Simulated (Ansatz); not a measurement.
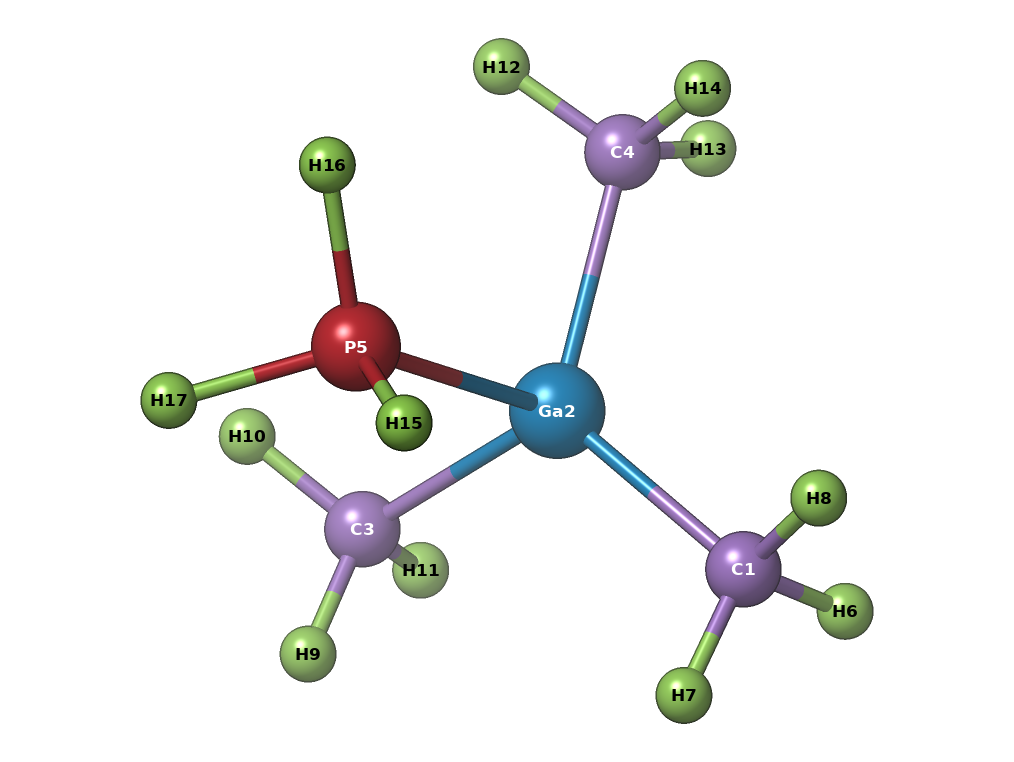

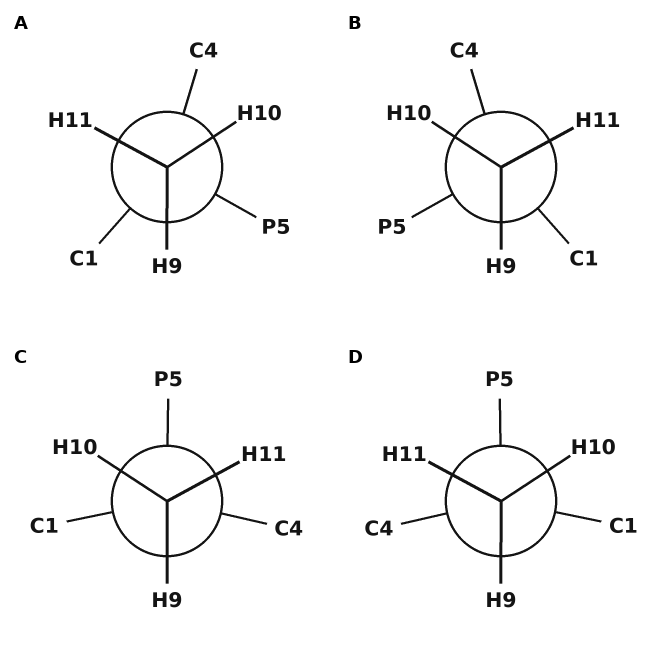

Distant atoms are faded towards the background colour. Bonds that would overlap in a projection are set slightly apart. The geometry was computed by an optimisation with PBE-D4/def2-SVP. No frequency run is at hand to confirm it as a minimum.

Question: Which Newman projection shows the view along C3–Ga2, with C3 in front?

Answer: A. The torsion angle H9–C3–Ga2–P5 is −61°, synclinal (gauche).
